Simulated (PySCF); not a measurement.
SMILES Cl[SiH]([SiH2]F)Cl (H3Cl2FSi2), CAM-B3LYP/def2-SVP optimised geometry. Atoms within 1.6 Å of the plane z = 0.0 Å (x, y, z in Å): Si1 (0.60, -1.17, 0.00), F2 (2.22, -1.17, 0.00), Si3 (-0.16, 1.04, 0.00), Cl4 (-2.22, 0.92, -0.08), H6 (0.11, -1.86, 1.22), H7 (0.13, -1.88, -1.22), H8 (0.30, 1.88, -1.13).

Calculation: CAM-B3LYP/def2-TZVP (PySCF). Cells within 0.4 Å of a nucleus heavier than hydrogen are left out (blank, or x).

Map of the electron localisation function on the plane z = 0.0 Å:

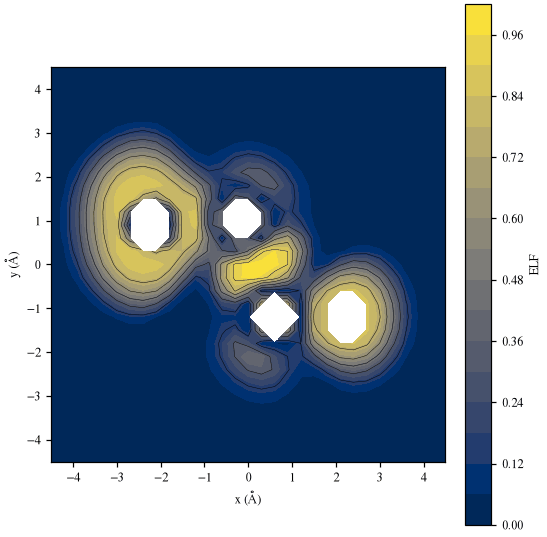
Figure. Electron localisation function on the plane z = 0.0 Å.
